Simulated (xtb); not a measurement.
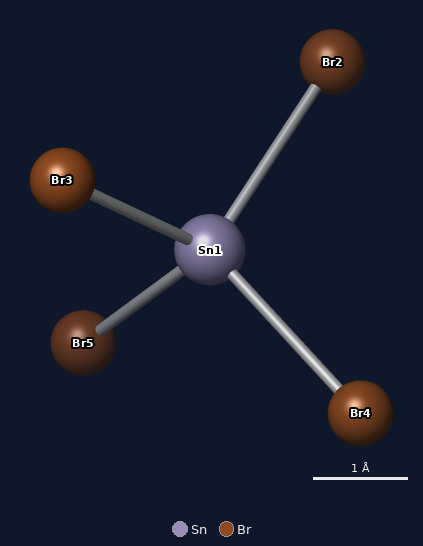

Figure 1. The structure (ball-and-stick view, seen at a tilt; atoms are numbered from 1 in the order of the input). Sticks mark near contacts.

# Run report: SnBr4, single-point calculation

SnBr4, computed with GFN2-xTB (xtb 6.7.1).

The geometry comes from this level: GFN2-xTB.

**Log**
```
* xtb version 6.7.1
   ID    Z sym.   atoms
    1   50 sn     1
    2   35 br     2-5

           -------------------------------------------------
          |                Calculation Setup                |
           -------------------------------------------------

          program call               : xtb mol.coord --gfn 2 --scc -u 0 --iterations 40
          coordinate file            : mol.coord
          omp threads                :                     1

           -------------------------------------------------
          |                 G F N 2 - x T B                 |
           -------------------------------------------------

      * Hamiltonian:
        H0-scaling (s, p, d)           1.850000    2.230000    2.230000
        zeta-weighting                 0.500000
      * Dispersion:
        s8                             2.700000
        a1                             0.520000
        a2                             5.000000
        s9                             5.000000
      * Repulsion:
        kExp                           1.500000    1.000000
        rExp                           1.000000
      * Coulomb:
        alpha                          2.000000
        third order                    shell-resolved
        anisotropic                    true
        a3                             3.000000
        a5                             4.000000
        cn-shift                       1.200000
        cn-exp                         4.000000
        max-rad                        5.000000

          ...................................................
          :                      SETUP                      :
          :.................................................:
          :  # basis functions                  50          :
          :  # atomic orbitals                  45          :
          :  # shells                           15          :
          :  # electrons                        32          :
          :  max. iterations                    40          :
          :  Hamiltonian                  GFN2-xTB          :
          :  restarted?                      false          :
          :  GBSA solvation                  false          :
          :  PC potential                    false          :
          :  electronic temp.          300.0000000     K    :
          :  accuracy                    1.0000000          :
          :  -> integral cutoff          0.2500000E+02      :
          :  -> integral neglect         0.1000000E-07      :
          :  -> SCF convergence          0.1000000E-05 Eh   :
          :  -> wf. convergence          0.1000000E-03 e    :
          :  Broyden damping             0.4000000          :
          :  net charge                          0          :
          :  unpaired electrons                  0          :
          ...................................................

 iter      E             dE          RMSdq      gap      omega  full diag
   1    -16.4124616 -0.164125E+02  0.175E+01    1.65       0.0  T
   2    -12.2134312  0.419903E+01  0.191E+01    5.26       1.0  T
   3    -18.3223105 -0.610888E+01  0.796E+00    1.50       1.0  T
   4    -18.4690655 -0.146755E+00  0.402E+00    1.38       1.0  T
   5    -18.5993744 -0.130309E+00  0.241E+00    1.39       1.0  T
   6    -18.6336867 -0.343124E-01  0.859E-01    1.32       1.0  T
   7    -18.6304553  0.323147E-02  0.124E+00    1.29       1.0  T
   8    -18.6302940  0.161251E-03  0.125E+00    1.29       1.0  T
   9    -18.6371628 -0.686882E-02  0.947E-02    1.32       1.0  T
  10    -18.6371159  0.469267E-04  0.145E-01    1.32       1.0  T
  11    -18.6371813 -0.653399E-04  0.749E-02    1.32       1.0  T
  12    -18.6372092 -0.279853E-04  0.500E-03    1.32       8.9  T
  13    -18.6372095 -0.231815E-06  0.147E-03    1.32      30.5  T
  14    -18.6372095 -0.653682E-08  0.593E-04    1.32      75.4  T
  15    -18.6372095 -0.145835E-09  0.479E-04    1.32      93.4  T

   *** convergence criteria satisfied after 15 iterations ***

         #    Occupation            Energy/Eh            Energy/eV
      -------------------------------------------------------------
         1        2.0000           -0.9165085             -24.9395
       ...           ...                  ...                  ...
        10        2.0000           -0.4736897             -12.8898
        11        2.0000           -0.4684693             -12.7477
        12        2.0000           -0.4684485             -12.7471
        13        2.0000           -0.4684304             -12.7466
        14        2.0000           -0.4625675             -12.5871
        15        2.0000           -0.4625335             -12.5862
        16        2.0000           -0.4624991             -12.5852 (HOMO)
        17                         -0.4139661             -11.2646 (LUMO)
        18                         -0.1801902              -4.9032
        19                         -0.1800517              -4.8995
        20                         -0.1799032              -4.8954
        21                         -0.0664434              -1.8080
       ...                                ...                  ...
        45                          1.0046150              27.3370
      -------------------------------------------------------------
                  HL-Gap            0.0485330 Eh            1.3206 eV
             Fermi-level           -0.4377697 Eh          -11.9123 eV

 SCC (total)                   0 d,  0 h,  0 min,  0.026 sec
 SCC setup                      ...        0 min,  0.000 sec (  0.570%)
 Dispersion                     ...        0 min,  0.000 sec (  0.126%)
 classical contributions        ...        0 min,  0.000 sec (  0.074%)
 integral evaluation            ...        0 min,  0.004 sec ( 16.248%)
 iterations                     ...        0 min,  0.013 sec ( 52.284%)
 molecular gradient             ...        0 min,  0.008 sec ( 29.982%)
 printout                       ...        0 min,  0.000 sec (  0.630%)

         :::::::::::::::::::::::::::::::::::::::::::::::::::::
         ::                     SUMMARY                     ::
         :::::::::::::::::::::::::::::::::::::::::::::::::::::
         :: total energy             -18.631529300020 Eh    ::
         :: gradient norm              0.000500932014 Eh/a0 ::
         :: HOMO-LUMO gap              1.320649131611 eV    ::
         ::.................................................::
         :: SCC energy               -18.637200264486 Eh    ::
         :: -> isotropic ES           -0.017288795243 Eh    ::
         :: -> anisotropic ES          0.005829324041 Eh    ::
         :: -> anisotropic XC          0.002546647579 Eh    ::
         :: -> dispersion             -0.007980026222 Eh    ::
         :: repulsion energy           0.005670964466 Eh    ::
         :: add. restraining           0.000000000000 Eh    ::
         :: total charge               0.000000000031 e     ::
         :::::::::::::::::::::::::::::::::::::::::::::::::::::

           -------------------------------------------------
          |                Property Printout                |
           -------------------------------------------------

    * Orbital Energies and Occupations

         #    Occupation            Energy/Eh            Energy/eV
      -------------------------------------------------------------
         1        2.0000           -0.9165085             -24.9395
       ...           ...                  ...                  ...
         4        2.0000           -0.8784624             -23.9042
         5        2.0000           -0.8235173             -22.4090
         6        2.0000           -0.5036831             -13.7059
         7        2.0000           -0.5036112             -13.7040
         8        2.0000           -0.5035401             -13.7020
         9        2.0000           -0.4736904             -12.8898
        10        2.0000           -0.4736897             -12.8898
        11        2.0000           -0.4684693             -12.7477
        12        2.0000           -0.4684485             -12.7471
        13        2.0000           -0.4684304             -12.7466
        14        2.0000           -0.4625675             -12.5871
        15        2.0000           -0.4625335             -12.5862
        16        2.0000           -0.4624991             -12.5852 (HOMO)
        17                         -0.4139661             -11.2646 (LUMO)
        18                         -0.1801902              -4.9032
        19                         -0.1800517              -4.8995
        20                         -0.1799032              -4.8954
        21                         -0.0664434              -1.8080
        22                         -0.0664391              -1.8079
        23                         -0.0245976              -0.6693
        24                         -0.0245589              -0.6683
        25                         -0.0245210              -0.6672
        26                         -0.0162426              -0.4420
        27                         -0.0162081              -0.4410
       ...                                ...                  ...
        45                          1.0046150              27.3370
      -------------------------------------------------------------
                  HL-Gap            0.0485330 Eh            1.3206 eV
             Fermi-level           -0.4377697 Eh          -11.9123 eV

     #   Z          covCN         q      C6AA      α(0)
     1  50 sn       3.311     0.512   325.338    33.798
     2  35 br       0.828    -0.128   188.289    22.124
     3  35 br       0.828    -0.128   188.303    22.124
     4  35 br       0.828    -0.128   188.286    22.123
     5  35 br       0.828    -0.128   188.300    22.124

 Mol. C6AA /au·bohr⁶  :       5300.815194
 Mol. C8AA /au·bohr⁸  :     406174.961330
 Mol. α(0) /au        :        122.293236

Wiberg/Mayer (AO) data.
largest (>0.10) Wiberg bond orders for each atom

 ---------------------------------------------------------------------------
     #   Z sym  total        # sym  WBO       # sym  WBO       # sym  WBO
 ---------------------------------------------------------------------------
     1  50 sn   2.886 --     4 br   0.722     2 br   0.722     5 br   0.721
                             3 br   0.721
     2  35 br   1.272 --     1 sn   0.722     3 br   0.183     5 br   0.183
                             4 br   0.183
     3  35 br   1.271 --     1 sn   0.721     5 br   0.183     4 br   0.183
                             2 br   0.183
     4  35 br   1.272 --     1 sn   0.722     3 br   0.183     5 br   0.183
                             2 br   0.183
     5  35 br   1.271 --     1 sn   0.721     3 br   0.183     4 br   0.183
                             2 br   0.183
 ---------------------------------------------------------------------------

Topologies differ in total number of bonds
Writing topology from bond orders to xtbtopo.mol

molecular dipole:
                 x           y           z       tot (Debye)
 q only:       -0.003       0.003       0.002
   full:       -0.001       0.001      -0.000       0.004
molecular quadrupole (traceless):
                xx          xy          yy          xz          yz          zz
 q only:       -0.008      -0.006       0.001       0.004      -0.004       0.007
  q+dip:        0.009       0.007      -0.003      -0.004       0.005      -0.006
   full:        0.012       0.009      -0.004      -0.005       0.006      -0.008

           -------------------------------------------------
          | TOTAL ENERGY              -18.631529300020 Eh   |
          | GRADIENT NORM               0.000500932014 Eh/α |
          | HOMO-LUMO GAP               1.320649131611 eV   |
           -------------------------------------------------

------------------------------------------------------------------------
------------------------------------------------------------------------
 total:
 *  cpu-time:     0 d,  0 h,  0 min,  0.048 sec
 * ratio c/w:     0.988 speedup
 SCF:
 *  cpu-time:     0 d,  0 h,  0 min,  0.026 sec
 * ratio c/w:     0.994 speedup
```

**Standard error**
```
normal termination of xtb
```

This output came from the following input.

**Input file (mol.coord)**
```
$coord
     -0.001360602810      0.001379500071      0.000566917837  sn
      0.021051549028     -0.033712714063      4.818688234228  br
      4.536911171785      0.020352350362     -1.625580206926  br
     -2.286719788887      3.941363983609     -1.569776594465  br
     -2.269901226378     -3.929364222718     -1.623898350675  br
$end
```

Launched with:
```bash
xtb mol.coord --gfn 2 --scc -u 0 --iterations 40 | tee xtb.out
```

**Summary**

| quantity | value |
| --- | --- |
| outcome | converged |
| electrons treated | 32 |
| total energy | −18.631529 hartree |
| dispersion energy | −0.007980 hartree |
| basis functions | 50 |
| HOMO | −12.59 eV |
| LUMO | −11.26 eV |
| dipole moment | 0.00 D |
| hardware | 1 thread of Intel Xeon @ 2.50GHz (Skylake/Cascade Lake), 189 GiB of memory available, shared host |
| peak memory | 0.071 GiB |

**Notes**

Settings chosen away from the usual ones: method = gfn2-xtb; task = energy; x = {"max_iter": 40}.
